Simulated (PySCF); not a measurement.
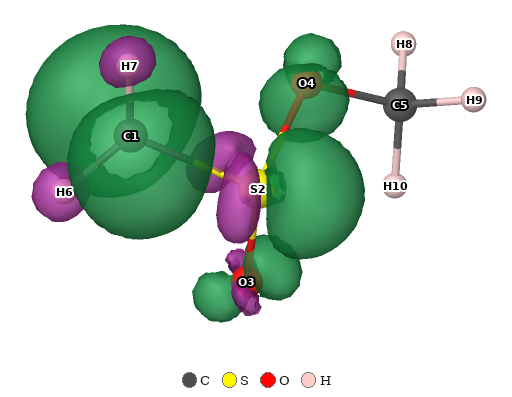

C$_{2}$H$_{5}$O$_{2}$S, doublet, SMILES `[CH2]S(=O)OC`. Spin density ρα − ρβ at ±0.02 e/Å³ (green: excess α, purple: excess β).

Method: PBE0/6-31+G*; geometry: GFN2-xTB; program: PySCF. No frequency check shows the geometry to be a minimum. The stability of the open-shell solution wasn't checked. GFN2-xTB bond lengths at metals and heavier atoms can be off by up to 0.1 Å and shapes distorted, which carries into these values. GFN2-xTB doesn't know the spin state, so this open-shell geometry is rough.

Input

```python
import numpy as np
from pyscf import gto, scf, dft
from pyscf.scf import atom_ks, atom_hf
from scipy.linalg import block_diag

def solve(mol, dm0=None, hcore=None):
    mf = (dft.UKS if mol.spin else dft.RKS)(mol, xc='pbe0')
    mf.grids.level = 3
    mf = mf.density_fit(auxbasis='def2-universal-jkfit')
    mf.conv_tol, mf.max_cycle = 1e-8, 80
    if hcore is not None:
        mf.get_hcore = lambda *args: hcore
    mf.kernel(dm0)
    if not mf.converged:
        mf = mf.newton().run(mf.mo_coeff, mf.mo_occ, max_cycle=30)
    assert mf.converged, 'SCF not converged'
    return mf

mol = gto.M(atom='''
C     -1.72130     0.85282    -0.29237
S     -0.48850    -0.14506     0.39235
O     -0.48039    -1.43048    -0.28145
O      0.84300     0.75955    -0.13416
C      2.07847     0.09664    -0.07825
H     -2.61553     0.36353    -0.63440
H     -1.82652     1.83167     0.13840
H      2.74093     0.60166    -0.78122
H      2.50824     0.14416     0.92714
H      1.96498    -0.94937    -0.37895
''', basis='6-31+g*', charge=0, spin=1, verbose=4)
mf = solve(mol)
mf.analyze()
# spherically averaged free atoms, for the promolecule
atm = atom_ks.get_atm_nrks(mol, xc='pbe0')
pro = block_diag(*[(atm[a[0]][2] * atm[a[0]][3]) @ atm[a[0]][2].T for a in mol._atom])
np.savez('result.npz', e=mf.e_tot, c=mf.mo_coeff, occ=mf.mo_occ, eps=mf.mo_energy, pro=pro, dip=mf.dip_moment(verbose=0), s2=mf.spin_square()[0])
```

Run with:

```sh
OMP_NUM_THREADS=1 python input.py
```

The run took 49 s on 1 thread of Intel(R) Xeon(R) Processor @ 2.50GHz (Skylake/Cascade Lake), on a shared host, peak memory 0.45 GiB.

Partitions, critical points and surface values were worked out afterwards from this run's density.

### Give the atomic spin populations that go with this picture.

Hirshfeld spin populations: C1 +0.69, S2 +0.13, O4 +0.06, H6 +0.04 and H7 +0.04. ⟨S²⟩ = 0.76, against 0.75 for a pure state. The picture also shows regions of β spin from spin polarisation; the Hirshfeld sums, whose atoms overlap, net them against the α spin of neighbours.
